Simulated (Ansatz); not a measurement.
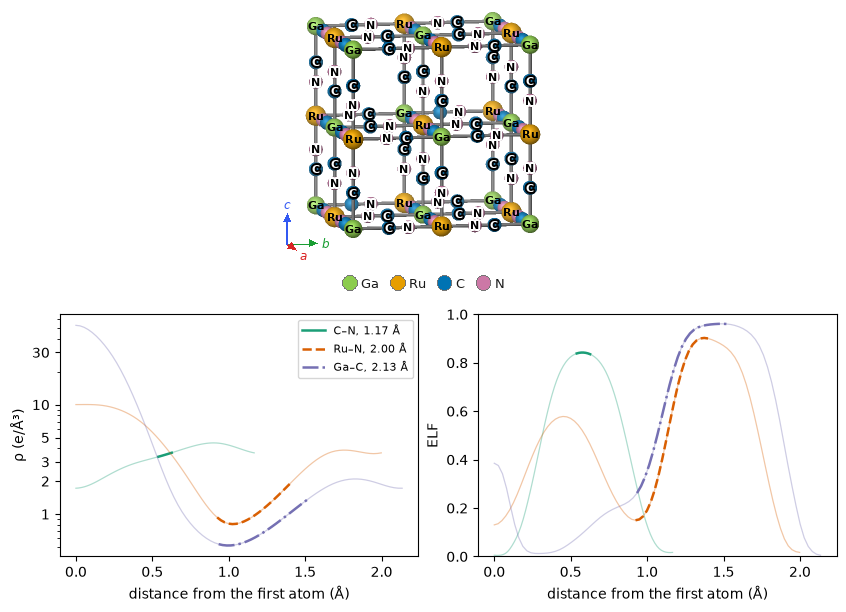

Figure 1: GaRuC6N6. Valence pseudo-density and electron localisation function along straight lines between neighbouring atoms. Thin, pale parts lie inside the atomic spheres. The structure is drawn too.

Space group Fm-3m; a structure generated by program, which may or may not match a known phase; spin-polarised.

These are results of DFT PBE, scalar-relativistic, plane waves, PAW (Ansatz 0.2.0), not measurements.

In a PAW calculation such maps are meaningful between the atoms, not at the nuclei.

Question: Compare the contacts.

Answer: C–N (1.17 Å): ρ is about 3.5 e/Å³ halfway; the ELF peaks at about 0.85 between the atoms.
Ru–N (2.00 Å): ρ at the midpoint is about 0.82 e/Å³; the ELF peaks at about 0.90 in the valence shell of N, 0.6 Å from its nucleus, and is about 0.20 at the midpoint.
Ga–C (2.13 Å): ρ at the midpoint is about 0.53 e/Å³; the ELF peaks at about 0.95 in the valence shell of C, 0.6 Å from its nucleus, and is about 0.50 at the midpoint.
